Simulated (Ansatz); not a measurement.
# Sn: pressure against volume, part 2 of 2

Aim: scale the cell of Sn up and down at fixed shape and fractional positions, and get the equilibrium volume and bulk modulus with LAPW, PAW and all-electron datasets made for the crystal.

Ansatz 0.2.0; DFT LDA; a database cell (COD). «Crystal datasets» are all-electron PAW datasets made for this crystal.

**10. Volume × 1.01, crystal datasets**

input.yaml

```yaml
crystal:
  lattice:
    - [0.0, 3.2563828035, 3.2563828035]
    - [3.2563828035, 0.0, 3.2563828035]
    - [3.2563828035, 3.2563828035, 0.0]
  atoms:
    - { symbol: Sn, position: [0.5, 0.5, 0.5] }
    - { symbol: Sn, position: [0.75, 0.75, 0.75] }
kpoints:
  mp_grid: { grid: [9, 9, 9] }
scf:
  occupations: { method: fermi_dirac, width: 0.03 }
hamiltonian:
  xc: lda
  pseudopotentials: { kind: all_electron, datasets: crystal }
output:
  forces: true
  stress: true
  eigenvalues: true
  efg: { contact_densities: true }
```

On the command line:

```sh
$ ansatz run input.yaml --threads 1 --pin off --max-ram 3072MiB --backend cpu --events-out ev --progress --plain --runs-dir out
```

Output (excerpt; [...] marks lines left out):

```text
[...]
band count auto-derived: 19 (N_el = 28.0; filled up to band 14; 18 by the electrons, moments and atoms)
Sn: output.efg is read without spin–orbit coupling, which moves field gradients at and beside such atoms by some per cent and up to a factor of two; PAW files take it under magnetization.noncollinear and magnetization.spin_orbit
[...]
Pseudopotentials: kind: all_electron
Pseudopotential: Sn, paw, valence charge 14, recommended cutoff 240 eV (normal), Koelling and Harmon's equation, gaussian nucleus
Functional definition: SPW92
[...]
Crystal: 2 atoms, lattice volume = 69.062 Å³
Basis set: ecut = 240 eV, 561 PW (Γ)
Bands: 19, of which v1, the nominal top of the filled ones, is band 14 counted from 1 (13 counted from 0)
Symmetry: 48 space group operations
Space group: Fd-3m (ITA 227), of the structure as read, at distance tolerance 4.1e-5 Å
k-points: 35 of 729
[...]
  atom   1  Sn    -0.00000000     0.00000000     0.00000000
  atom   2  Sn     0.00000000     0.00000000     0.00000000
[...]
--- Stress (GPa, compression-positive) ---
       -0.762594       0.000000      -0.000000
       -0.000000      -0.762594      -0.000000
        0.000000      -0.000000      -0.762594
  P = ⅓ Tr σ = -0.7626 GPa (-7.626 kbar)
--- PAW observables at the nuclei: V_zz in 10²¹ V/m², potentials from the cell's mean, atoms counted from 1 ---
  atom   1  Sn V_zz =    +0.000000   η = 0.0000   by run symmetry: forbidden
            electrostatic potential = -8166.449079 V   contact ρ = 1231335.421410 e/Å³
  atom   2  Sn V_zz =    -0.000000   η = 0.0000   by run symmetry: forbidden
            electrostatic potential = -8166.449079 V   contact ρ = 1231335.421410 e/Å³
--- Band table (eV; the first three rows and the last of 35) ---
  k-point 0: bands = ["-11.8829", "-11.8829", "-11.8829", "-11.8224", "-11.8224", "-11.5188", "-11.5188", "-11.5188", "-11.5101", "-11.5101", "-0.9100", "8.7601", "9.7737", "9.7737", "9.7737", "11.8354", "11.8354"]
[...]
```

Wall time 3 s (1 thread of Intel Xeon 6975P-C (Granite Rapids), shared host); peak memory 0.38 GiB.

In short: pressure -0.76 GPa; no gap.

**11. Volume × 1.04, LAPW**

input.yaml

```yaml
crystal:
  lattice:
    - [0.0, 3.288310161, 3.288310161]
    - [3.288310161, 0.0, 3.288310161]
    - [3.288310161, 3.288310161, 0.0]
  atoms:
    - { symbol: Sn, position: [0.5, 0.5, 0.5] }
    - { symbol: Sn, position: [0.75, 0.75, 0.75] }
kpoints:
  mp_grid: { grid: [9, 9, 9] }
  band_path:
    path:
      - [0.0, 0.0, 0.0]
      - [0.5, 0.0, 0.5]
      - [0.625, 0.25, 0.625]
      - [0.375, 0.375, 0.75]
      - [0.0, 0.0, 0.0]
      - [0.5, 0.5, 0.5]
      - [0.5, 0.25, 0.75]
      - [0.5, 0.0, 0.5]
    npoints: 5
scf:
  occupations: { method: fermi_dirac, width: 0.03 }
hamiltonian:
  xc: lda
  pseudopotentials: { kind: all_electron, lapw: { basis_error: 0.00025 } }
output:
  forces: true
  stress: true
  eigenvalues: true
```

On the command line:

```sh
$ ansatz run input.yaml --threads 1 --pin off --max-ram 3072MiB --backend cpu --events-out ev --progress --plain --runs-dir out
```

Output (excerpt; [...] marks lines left out):

```text
LAPW: plane waves up to 8.654 Å⁻¹, error target 2.5e-4 eV per atom; small_component_spin mean_spin; Sn in spheres of 1.424 Å, 22 of its electrons in bands, Dirac shells []
[...]
[... 3 set-up lines as earlier in the session ...]
[...]
Crystal: 2 atoms, lattice volume = 71.113 Å³
Basis set: ecut = 285.3156010724833 eV, 749 PW (Γ), exchange–correlation at level 2
Bands: 27, of which v1, the nominal top of the filled ones, is band 22 counted from 1 (21 counted from 0)
[... 2 set-up lines as earlier in the session ...]
k-points: 35 of 729
[...]
SCF iter   1: F=—  HF=-335889.885905 eV  |F-HF|=—  |Δ(HF+E_count)|=         —  Δρ=1.74e-2  dr2=2.81e-1  ethr=6.35e-4  ⟨swp⟩=2.8  Hψ=6092  notcnv=0
[...]
the basis was enlarged: its passes take 199.4 KiB over the memory plan, 1 of 1 planned eigensolver slots
SCF iter   6: F=-335889.786250 eV  HF=-335889.786250 eV  |F-HF|=2.04e-9  |Δ(HF+E_count)|=   8.39e-6  Δρ=5.53e-6  dr2=1.98e-8  ethr=8.46e-9  ⟨swp⟩=2.4  Hψ=2641  notcnv=0
[...]
NSCF: frozen V_eff on 36 k-points
SCF converged after 6 iterations
Free energy (F): -335889.786250 eV
[...]
E sigma→0 (E₀):  -335889.785510 eV
Entropy (-TS):   -0.001481 eV (-0.740 meV/atom)
Fermi energy:    9.152833 eV
[...]
--- Forces (eV/Å), atoms counted from 1 ---
  atom   1  Sn    -0.00000000     0.00000000     0.00000000
  atom   2  Sn     0.00000000     0.00000000    -0.00000000
[...]
--- Stress (GPa, compression-positive) ---
       -1.866529      -0.000000      -0.000000
       -0.000000      -1.866529       0.000000
       -0.000000       0.000000      -1.866529
  P = ⅓ Tr σ = -1.8665 GPa (-18.665 kbar)
--- Band table (eV; the first three rows and the last of 35) ---
[...]
```

It took 9.6 s on 1 thread of Intel Xeon 6975P-C (Granite Rapids), shared host; peak memory 0.39 GiB.

In short: pressure -1.87 GPa; no gap.

**12. Volume × 1.04, PAW**

input.yaml

```yaml
crystal:
  lattice:
    - [0.0, 3.288310161, 3.288310161]
    - [3.288310161, 0.0, 3.288310161]
    - [3.288310161, 3.288310161, 0.0]
  atoms:
    - { symbol: Sn, position: [0.5, 0.5, 0.5] }
    - { symbol: Sn, position: [0.75, 0.75, 0.75] }
kpoints:
  mp_grid: { grid: [9, 9, 9] }
scf:
  occupations: { method: fermi_dirac, width: 0.03 }
hamiltonian:
  xc: lda
  pseudopotentials: { kind: paw }
output:
  forces: true
  stress: true
  eigenvalues: true
  efg: { contact_densities: true }
```

On the command line:

```sh
$ ansatz run input.yaml --threads 1 --pin off --max-ram 3072MiB --backend cpu --events-out ev --progress --plain --runs-dir out
```

Output (excerpt; [...] marks lines left out):

```text
Sn: output.efg is read without spin–orbit coupling, which moves field gradients at and beside such atoms by some per cent and up to a factor of two; PAW files take it under magnetization.noncollinear and magnetization.spin_orbit
[...]
[... 3 set-up lines as earlier in the session ...]
[...]
Crystal: 2 atoms, lattice volume = 71.113 Å³
Basis set: ecut = 420 eV, 1411 PW (Γ)
Bands: 18, of which v1, the nominal top of the filled ones, is band 14 counted from 1 (13 counted from 0)
[... 2 set-up lines as earlier in the session ...]
k-points: 35 of 729
[...]
SCF iter   1: F=—  HF=-11759.009544 eV  |F-HF|=—  |Δ(HF+E_count)|=         —  Δρ=5.99e-3  dr2=1.18e-2  ethr=1.77e-3  ⟨swp⟩=6.1  Hψ=3458  notcnv=0
[...]
  atom   1  Sn    -0.00000000     0.00000000    -0.00000000
  atom   2  Sn    -0.00000000    -0.00000000    -0.00000000
[...]
--- Stress (GPa, compression-positive) ---
       -1.868903       0.000000       0.000000
       -0.000000      -1.868903       0.000000
       -0.000000       0.000000      -1.868903
  P = ⅓ Tr σ = -1.8689 GPa (-18.689 kbar)
--- PAW observables at the nuclei: V_zz in 10²¹ V/m², potentials from the cell's mean, atoms counted from 1 ---
  atom   1  Sn V_zz =    +0.000000   η = 0.0000   by run symmetry: forbidden
            electrostatic potential = -8170.057666 V   contact ρ = 1231456.161460 e/Å³
  atom   2  Sn V_zz =    +0.000000   η = 0.0000   by run symmetry: forbidden
            electrostatic potential = -8170.057666 V   contact ρ = 1231456.161460 e/Å³
--- Band table (eV; the first three rows and the last of 35) ---
  k-point 0: bands = ["-14.5280", "-14.5280", "-14.5280", "-14.4718", "-14.4718", "-14.1915", "-14.1915", "-14.1915", "-14.1861", "-14.1861", "-3.4051", "5.8753", "7.0885", "7.0885", "7.0885", "9.1444", "9.1444", "9.1444"]
[...]
```

It took 1.8 s on 1 thread of Intel Xeon 6975P-C (Granite Rapids), shared host; peak memory 0.4 GiB.

This run gives: pressure -1.87 GPa; no gap.

**13. Volume × 1.04, crystal datasets**

Edit input.yaml of step 12 so:

```diff
@@ -14,3 +14,3 @@
   xc: lda
-  pseudopotentials: { kind: paw }
+  pseudopotentials: { kind: all_electron, datasets: crystal }
 output:
```

On the command line:

```sh
$ ansatz run input.yaml --threads 1 --pin off --max-ram 3072MiB --backend cpu --events-out ev --progress --plain --runs-dir out
```

Output (excerpt; [...] marks lines left out):

```text
[...]
band count auto-derived: 19 (N_el = 28.0; filled up to band 14; 18 by the electrons, moments and atoms)
Sn: output.efg is read without spin–orbit coupling, which moves field gradients at and beside such atoms by some per cent and up to a factor of two; PAW files take it under magnetization.noncollinear and magnetization.spin_orbit
[...]
[... 3 set-up lines as earlier in the session ...]
[...]
Crystal: 2 atoms, lattice volume = 71.113 Å³
Basis set: ecut = 240 eV, 609 PW (Γ)
Bands: 19, of which v1, the nominal top of the filled ones, is band 14 counted from 1 (13 counted from 0)
[... 2 set-up lines as earlier in the session ...]
k-points: 35 of 729
[...]
  atom   1  Sn     0.00000000     0.00000000     0.00000000
  atom   2  Sn     0.00000000    -0.00000000     0.00000000
[...]
--- Stress (GPa, compression-positive) ---
       -1.865997      -0.000000       0.000000
       -0.000000      -1.865997      -0.000000
       -0.000000      -0.000000      -1.865997
  P = ⅓ Tr σ = -1.8660 GPa (-18.660 kbar)
--- PAW observables at the nuclei: V_zz in 10²¹ V/m², potentials from the cell's mean, atoms counted from 1 ---
  atom   1  Sn V_zz =    -0.000000   η = 0.0000   by run symmetry: forbidden
            electrostatic potential = -8166.043463 V   contact ρ = 1231338.635993 e/Å³
  atom   2  Sn V_zz =    -0.000000   η = 0.0000   by run symmetry: forbidden
            electrostatic potential = -8166.043463 V   contact ρ = 1231338.635993 e/Å³
--- Band table (eV; the first three rows and the last of 35) ---
  k-point 0: bands = ["-12.2570", "-12.2570", "-12.2570", "-12.2005", "-12.2005", "-11.9198", "-11.9198", "-11.9198", "-11.9140", "-11.9140", "-1.1495", "8.1326", "9.3447", "9.3447", "9.3447", "11.4005", "11.4005"]
[...]
```

It took 3.1 s on 1 thread of Intel Xeon 6975P-C (Granite Rapids), shared host; peak memory 0.37 GiB.

Result: pressure -1.87 GPa; no gap.

**14. The equation of state**

| method | volume (Å³/atom) | F above the lowest (meV/atom) | pressure (GPa) |
| --- | --- | --- | --- |
| LAPW | 32.138 | 13.7 | 2.74 |
| LAPW | 33.505 | 0.0 | 0.55 |
| LAPW | 34.531 | 0.8 | -0.76 |
| LAPW | 35.556 | 9.3 | -1.87 |
| PAW | 32.138 | 13.6 | 2.73 |
| PAW | 33.505 | 0.0 | 0.55 |
| PAW | 34.531 | 0.8 | -0.77 |
| PAW | 35.556 | 9.4 | -1.87 |
| crystal datasets | 32.138 | – | 2.74 |
| crystal datasets | 33.505 | – | 0.55 |
| crystal datasets | 34.531 | – | -0.76 |
| crystal datasets | 35.556 | – | -1.87 |

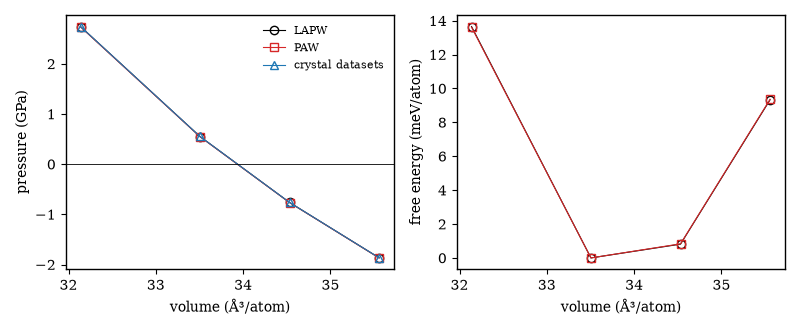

Pressure and free energy (from each method's lowest point) against volume.

**15. Results**

The summary covers parts 1 to 2.

| quantity | value |
| --- | --- |
| equilibrium volume (LAPW) | 33.912 Å³/atom |
| bulk modulus (LAPW) | 44 GPa |
| its pressure derivative (LAPW) | 5.1 |
| equilibrium volume (PAW) | 33.910 Å³/atom |
| bulk modulus (PAW) | 44 GPa |
| its pressure derivative (PAW) | 5.1 |
| equilibrium volume (crystal datasets) | 33.913 Å³/atom |
| bulk modulus (crystal datasets) | 44 GPa |
| its pressure derivative (crystal datasets) | 5.1 |

**Reading.** By LAPW, the pressure vanishes at 33.91 Å³/atom (-0.8 % from the starting cell) and the bulk modulus there is 44 GPa (Birch-Murnaghan, third order). PAW's volume lies less than 0.01 % and its modulus less than 0.1 % from LAPW's. No thermal or zero-point expansion is included.
